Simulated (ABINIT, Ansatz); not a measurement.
# SnO2 (P-3m1): modes at Γ and the response to a field, part 3 of 3

Which modes does SnO2 (P-3m1) have at the zone centre?

ABINIT 10.8.3; DFT LDA, scalar-relativistic, plane waves, PseudoDojo norm-conserving pseudopotentials.

So far. Step 5 (Zone-centre response): The acoustic modes at Γ come out as far as 2.2 cm⁻¹ from zero, where they should vanish, a small numerical error; the Born charges miss their sum rule by 0.0016 e, which is good. Step 6 (Zone-centre analysis): The rule moves no optical mode by more than 0.1 cm⁻¹.

The structure was built from a prototype and need not be the compound's stable phase.

### 7. Cross-check with Ansatz

The same cell goes through another code at the same cutoff. The files are of one family, but Ansatz's library holds files of its own making for some heavy elements, so those for Sn may differ. Its k mesh is centred on Γ.

This step: DFT LDA, scalar-relativistic, plane waves, norm-conserving pseudopotentials of its library (PseudoDojo's, some remade) (Ansatz 0.2.0).

File input.yaml:

```yaml
crystal:
  lattice:
    - [3.1811082052, 0.0, 0.0]
    - [-1.5905541026, 2.7549205179, 0.0]
    - [0.0, 0.0, 4.4568595232]
  atoms:
    - { symbol: Sn, position: [0.0, 0.0, 0.0] }
    - { symbol: O, position: [0.3333333333, 0.6666666667, 0.2215813156] }
    - { symbol: O, position: [0.6666666667, 0.3333333333, 0.7784186844] }
kpoints:
  mp_grid: { grid: [9, 9, 6] }
hamiltonian:
  xc: lda
  pseudopotentials: { kind: nc, accuracy: standard }
scf:
  occupations: { method: fixed }
output:
  eigenvalues: true
basis:
  ecutwfc: 979.61
phonons:
  method: dfpt
  dielectric: true
  rigid_motions: translations
```

Run with:

```sh
$ ansatz run input.yaml --threads 4 --pin off --max-ram 16384MiB --backend cpu --events-out ev --progress --plain --runs-dir out
```

The program printed:

```text
Warning: basis.ecutwfc = 979.61 eV is below the records' recommended 1142.878222 eV, and the density's cutoff is lower with it unless basis.ecutrho_ratio is high enough to keep the records' density cutoff: compare with a run at a higher cutoff
Engine: ansatz 0.2.0, x86_64-unknown-linux-gnu
Pseudopotentials: kind: nc
Pseudopotential: Sn, nc, valence charge 14, recommended cutoff 979.609905 eV (normal), Sn.nc.azcp (PseudoDojo's, or run here from an input of PseudoDojo's; its table is named by hamiltonian.pseudopotentials.accuracy)
Pseudopotential: O, nc, valence charge 6, recommended cutoff 1142.878222 eV (normal), O.nc.azcp (PseudoDojo's, or run here from an input of PseudoDojo's; its table is named by hamiltonian.pseudopotentials.accuracy)
Functional definition: SPW92
  exchange = slater_x
  correlation = pw_c
Crystal: 3 atoms, lattice volume = 39.059 Å³
Basis set: ecut = 979.61 eV, 2693 PW (Γ), exchange–correlation on 72×72×96 points (8 copies of the dense FFT grid, shifted against one another)
Bands: 17, of which v1, the nominal top of the filled ones, is band 13 counted from 1 (12 counted from 0)
Symmetry: 12 space group operations
k-points: 140 of 486 (irreducible under 2 space group operations, time reversal used)
Non-local potential: Sn, projectors of the file, l = 0: 2, l = 1: 2, l = 2: 2
Non-local potential: O, projectors of the file, l = 0: 2, l = 1: 2, l = 2: 1
Initial density: superposition of atomic densities (chi_scale 0.1, normalization cell, long waves kept (reshape's long-wave potential 0.07 eV rms))
Initial wavefunctions: pseudopotential atomic-orbital guess
Functional: x = slater, c = lda
SCF iter   1: F=—  HF=-3037.256257 eV  |F-HF|=—  |Δ(HF+E_count)|=         —  Δρ=7.17e-2  dr2=1.43e0  ethr=3.10e-3  ⟨swp⟩=5.3  Hψ=10856  notcnv=0  defer=272
preconditioner: auto → none  [insulator: Δε(μ)=2.312 eV  Ē_g=20.455 eV  n_scr=8 (ndim 8)  ℏωp=30.3 eV  f_vac=0.000  ε∞_Penn≈3.2]
SCF iter   2: F=—  HF=-3036.767918 eV  |F-HF|=—  |Δ(HF+E_count)|=   4.88e-1  Δρ=3.31e-2  dr2=1.63e-1  ethr=3.10e-3  ⟨swp⟩=2.6  Hψ=5570  notcnv=0  defer=277
SCF iter   3: F=—  HF=-3036.731180 eV  |F-HF|=—  |Δ(HF+E_count)|=   3.67e-2  Δρ=1.15e-2  dr2=4.18e-2  ethr=6.28e-4  ⟨swp⟩=2.1  Hψ=3748  notcnv=0  defer=279
SCF iter   4: F=—  HF=-3036.721492 eV  |F-HF|=—  |Δ(HF+E_count)|=   9.69e-3  Δρ=3.98e-3  dr2=2.10e-3  ethr=1.61e-4  ⟨swp⟩=2.2  Hψ=3882  notcnv=0  defer=279
SCF iter   5: F=—  HF=-3036.721109 eV  |F-HF|=—  |Δ(HF+E_count)|=   3.82e-4  Δρ=4.10e-4  dr2=1.87e-5  ethr=8.09e-6  ⟨swp⟩=2.5  Hψ=4567  notcnv=0  defer=279
SCF iter   6: F=—  HF=-3036.721112 eV  |F-HF|=—  |Δ(HF+E_count)|=   2.18e-6  Δρ=9.59e-5  dr2=7.78e-7  ethr=7.20e-8  ⟨swp⟩=2.5  Hψ=4200  notcnv=0  defer=278
SCF iter   7: F=—  HF=-3036.721110 eV  |F-HF|=—  |Δ(HF+E_count)|=   2.04e-6  Δρ=8.72e-6  dr2=6.57e-9  ethr=2.99e-9  ⟨swp⟩=2.0  Hψ=3474  notcnv=0  defer=84
SCF iter   8: F=-3036.721110 eV  HF=-3036.721110 eV  |F-HF|=3.64e-11  |Δ(HF+E_count)|=   1.43e-9  Δρ=5.89e-7  dr2=6.36e-11  ethr=1.00e-12  ⟨swp⟩=10.9  Hψ=21251  notcnv=0
SCF 1 converged in 8 iterations: F = -3036.721110 eV  dr2 = 6.36e-11
NSCF: frozen V_eff on 4 k-points
DFPT response loops at Γ: preconditioner auto → Resta (q_TF=auto, 2.549 Å⁻¹)  ε∞=5.7 (no band partly filled); β = 1.00, the filter's whole step (`scf.mixing.beta` (0.50) is not read by the response loops at its default; to damp them type it under 1.00, their step now; it binds the ground state too); Broyden in place of MSR1
── the response to a field inside a basis, on 10×10×6 k-points: an SCF that follows is theirs, and a resumed run solves both again ──
Bands: 14, of which v1, the nominal top of the filled ones, is band 13 counted from 1 (12 counted from 0)
k-points: 165 of 600 (irreducible under 4 space group operations)
Initial density: handed on by an earlier stage of this run
Initial wavefunctions: pseudopotential atomic-orbital guess (no wavefunctions were taken with the density)
Eigensolver: Dense (165 Hₖ)
SCF iter   1: F=—  HF=-3036.723407 eV  |F-HF|=—  |Δ(HF+E_count)|=         —  Δρ=7.37e-4  dr2=1.84e-5  ethr=1.00e-1
preconditioner: auto → none  [insulator: Δε(μ)=2.225 eV  Ē_g=16.434 eV  n_scr=8 (ndim 8)  ℏωp=30.3 eV  f_vac=0.083  ε∞_Penn≈4.4]
SCF iter   2: F=—  HF=-3036.723409 eV  |F-HF|=—  |Δ(HF+E_count)|=   2.68e-6  Δρ=3.71e-4  dr2=4.96e-6  ethr=7.09e-8
SCF iter   3: F=—  HF=-3036.723410 eV  |F-HF|=—  |Δ(HF+E_count)|=   1.01e-6  Δρ=1.60e-4  dr2=1.19e-6  ethr=1.91e-8
SCF iter   4: F=-3036.723411 eV  HF=-3036.723411 eV  |F-HF|=1.14e-9  |Δ(HF+E_count)|=   1.33e-7  Δρ=8.25e-6  dr2=4.65e-9  ethr=4.56e-9
SCF 1 converged in 4 iterations: F = -3036.723411 eV  dr2 = 4.65e-9
DFPT response loops at Γ: preconditioner auto → Resta (q_TF=auto, 2.549 Å⁻¹)  ε∞=5.2 (no band partly filled); β = 1.00, the filter's whole step (`scf.mixing.beta` (0.50) is not read by the response loops at its default; to damp them type it under 1.00, their step now; it binds the ground state too); Broyden in place of MSR1
WARN: field response: ε∞ stands inside a basis, on 10×10×6 points; the force constants stand on the 9×9×6 k-mesh, whose period is 13.01 times the interband length at k = (0.0000, 0.0000, 0.0000), direct gap 1.928 eV, under 14: take them and everything formed from them as unconverged, and compare with a denser kpoints.mp_grid
SCF converged after 8 iterations
Free energy (F): -3036.721110 eV
Harris-Foulkes:  -3036.721110 eV  (|F-HF|=3.64e-11)
Internal energy: -3036.721110 eV  (E = F + TS)
E sigma→0 (E₀):  -3036.721110 eV
Fermi energy:    7.583986 eV
--- Per-component energies (eV) ---
  E_band       = -96.754695
  E_kinetic    = 1893.592489
  E_local      = -2241.792758  (includes V_loc(G=0)·N_el)
  E_nonlocal   = -761.380461
  E_hartree    = 805.499577
  E_xc         = -817.598574
  E_vxc        = -598.173000  (∫ρ·V_xc dr)
  E_ewald      = -1915.041384
  E_smearing   = -0.000000  (= −TS)
  E_closure    = -0.000000  (closes the sum)
  Σ components = -3036.721110   (vs F -3036.721110, Δ=0.00e0)
--- Band table (eV; the first three rows and the last of 140) ---
  k-point 0: bands = [... 9 lower, 6.0989, 6.5093, 6.5093, 7.5262, 9.4539, 13.3841, 18.8323, 18.8323]
  k-point 1: bands = [... 9 lower, 6.0778, 6.5385, 6.5385, 7.0368, 9.9537, 13.3567, 18.8087, 18.8087]
  k-point 2: bands = [... 9 lower, 6.0419, 6.2587, 6.5910, 6.5910, 10.7361, 13.2345, 18.7636, 18.7636]
  k-point 139: bands = [... 9 lower, 4.2312, 5.4039, 7.2280, 7.2546, 13.2737, 15.3993, 17.2191, 19.3502]
--- Phonons (Γ-DFPT): 4 representative perturbations + reference, on 140 of 486 k-points (Σ response iterations 12) ---
  k mesh reduced under 2 symmetry operations, with k and −k counted as one. Each operation leaves every solved perturbation unchanged. A smaller set is not considered because the run solves the response to a homogeneous field
  ASR residual: 7.174e-4 → 0.000e0 eV/Å²; symmetrization residual: 1.403e-5 eV/Å²
  ASR residual per site (eV/Å²): 6.61e-4 7.17e-4 7.17e-4
  Γ frequencies (cm⁻¹): 0.00 0.00 0.00 413.68 413.68 463.01 466.84 466.84 497.94
  ε∞ (high-frequency dielectric tensor):
        4.640853    -0.000000    -0.000000
       -0.000000     4.640853    -0.000000
       -0.000000    -0.000000     3.073159
  ε⁰ (static dielectric tensor: ions relaxed, cell fixed):
       10.628229    -0.000000    -0.000000
       -0.000000    10.628229     0.000000
       -0.000000     0.000000     4.149816
  ε⁰ − ε∞ (ionic part):
        5.987376    -0.000000    -0.000000
       -0.000000     5.987376     0.000000
       -0.000000     0.000000     1.076657
  softest optical mode at Γ: 413.68 cm⁻¹; the repairs (sum rule, projections) moved no ω² at Γ by more than (3.79 cm⁻¹)²
  Born effective charges Z* (e; rows j = field, columns β = displacement):
    site 0:
         4.52764   -0.00000    0.00000
        -0.00000    4.52764    0.00000
         0.00000    0.00000    2.14891
    site 1:
        -2.26382    0.00000   -0.00000
        -0.00000   -2.26382   -0.00000
        -0.00000   -0.00000   -1.07445
    site 2:
        -2.26382    0.00000   -0.00000
         0.00000   -2.26382   -0.00000
        -0.00000   -0.00000   -1.07445
  Z* charge neutrality: 4.037e-4 e pre-enforcement
  solved inside a basis spanned on kpoints, on 10×10×6 k-points, its susceptibility summed on 14×14×10: ε∞ is read to err by 1.3e-2, Z* by 3.2e-2 e (field_mesh: kpoints solves on kpoints); Z* is corrected for what the basis lacks
  optical modes at Γ without the LO–TO term, one row a degenerate level:
      ω (cm⁻¹)  modes    IR ((D/Å)²/amu)
        413.68      2            37.5285
        463.01      1             4.2269
        466.84      2             0.0000
        497.94      1             0.0000
  optical modes at Γ + LO–TO along q̂ = [1.0000, 0.0000, 0.0000]:
      ω (cm⁻¹)  modes    IR ((D/Å)²/amu)
        413.68      1            18.7643
        463.01      1             4.2269
        466.84      2             0.0000
        497.94      1             0.0000
        626.04      1            18.7643
  optical modes at Γ + LO–TO along q̂ = [0.0000, 1.0000, 0.0000]:
      ω (cm⁻¹)  modes    IR ((D/Å)²/amu)
        413.68      1            18.7643
        463.01      1             4.2269
        466.84      2             0.0000
        497.94      1             0.0000
        626.04      1            18.7643
  optical modes at Γ + LO–TO along q̂ = [0.0000, 0.0000, 1.0000]:
      ω (cm⁻¹)  modes    IR ((D/Å)²/amu)
        413.68      2            37.5285
        466.84      2             0.0000
        497.94      1             0.0000
        538.04      1             4.2269
```

It took 51 s on 4 threads of Intel Xeon Platinum 8375C at 2.90GHz (Ice Lake), shared host; peak memory 1.4 GiB.

Read from the output:

| Item | Value |
| --- | --- |
| sum-rule residual before enforcement | 7.17e-4 eV/Å² |
| miss of the charge sum rule | 4.04e-4 e |
| estimated error of the dielectric tensor | 0.01276 |
| estimated error of the Born charges | 0.03247 e |
| highest mode moved by the LO-TO term | 626.0 cm⁻¹ |

Transverse modes. Lines of the infrared spectrum (strongest = 100):

```
position (cm⁻¹)  label  IR intensity ((D/Å)²/amu), degenerate modes summed, relative
            414     Eu                                                           100
            463    A2u                                                            11
            467     Eg                                                           0.0
            498    A1g                                                           0.0
```

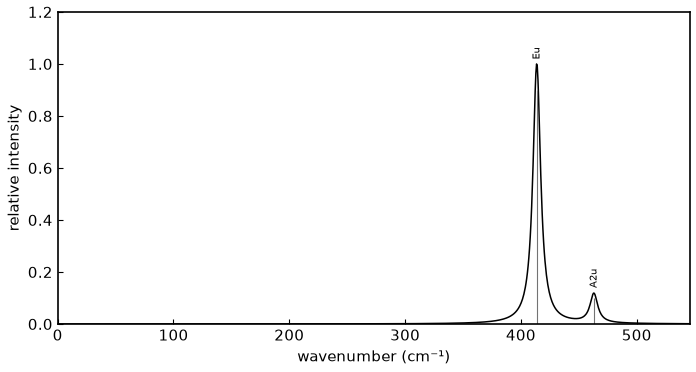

The infrared spectrum, broadened with Lorentzians of width 8 cm⁻¹; bars mark the lines.

The log warns that the force constants on this k mesh are to be taken as unconverged.

### 8. The two compared: ABINIT PseudoDojo and Ansatz, library NC

Numbers from this step:

- root-mean-square difference: 0.04 cm⁻¹
- largest difference: 0.09 cm⁻¹

Frequencies side by side, by row:

```
q (reciprocal lattice)  mode  ABINIT PseudoDojo (cm⁻¹)  Ansatz, library NC (cm⁻¹)
                 0 0 0     1                         0                          0
                 0 0 0     2                         0                          0
                 0 0 0     3                         0                          0
                 0 0 0     4                     413.7                      413.7
                 0 0 0     5                     413.7                      413.7
                 0 0 0     6                       463                        463
                 0 0 0     7                     466.8                      466.8
                 0 0 0     8                     466.8                      466.8
                 0 0 0     9                     497.9                      497.9
```

The two runs side by side. Further quantities:

```
                                                                               quantity  ABINIT PseudoDojo  Ansatz, library NC
                                                                                mean ε∞              4.118               4.118
largest Born charge in size (e; the first before, the second after the charge sum rule)              3.735               3.735
```

At the zone centre the largest difference (acoustic modes at Γ apart) is 0.02 % of the highest mode.

### 9. Results

```json
{
  "space group after relaxation": "P-3m1",
  "volume per atom": "13.0 Å³",
  "highest optical zone-centre mode (no LO-TO term)": "497.9 cm⁻¹",
  "lowest optical zone-centre mode": "413.7 cm⁻¹",
  "highest mode moved by the LO-TO term": "625.9 cm⁻¹",
  "mean high-frequency dielectric constant": "4.12",
  "largest Born charge in size (third of the trace)": "3.73 e",
  "mean static dielectric constant": "8.47",
  "imaginary optical modes at the zone centre (no q mesh in this session)": "none",
  "largest difference from Ansatz, library NC": "0.09 cm⁻¹"
}
```

In words: At the LDA level the optical modes of SnO2 (P-3m1) at the zone centre (no LO-TO term) run from 414 to 498 cm⁻¹. The base run prints -0.99 GPa, mostly the error of a finite basis; the relaxation, with a smoothed and higher cutoff, had brought the cell to rest. Along the directions run, the highest mode that the macroscopic field moves lies at 626 cm⁻¹. Lattice motion raises the mean dielectric constant from 4.118 to 8.469. ABINIT PseudoDojo and Ansatz, library NC agree to 0.09 cm⁻¹ (0.02 % of the highest mode compared) on all solved modes but the acoustic ones at Γ, without the LO-TO term. These are harmonic frequencies at zero temperature: anharmonic shifts and linewidths and thermal expansion are left out. The published file for Sn has no f projectors, which tends to make oxide cells too large. Ansatz warns that the cutoff lies 14 % under the one recommended for these files; agreement at one cutoff is not convergence. Ansatz's log warns that force constants on this k mesh are to be taken as unconverged. The structure is a hypothetical one, built on a prototype.

[Host names and launcher messages were left out of these logs when they were recorded.]

[Logs are printed without paths, hosts, clocks, repeated set-up lines and the standing remarks that a program may print on its own settings, such as how far it seeks lower states.]

[Hosts, paths, dates, database ids (printed as entryN), source tags and the programs' standing remarks are cut or masked in the printed files.]
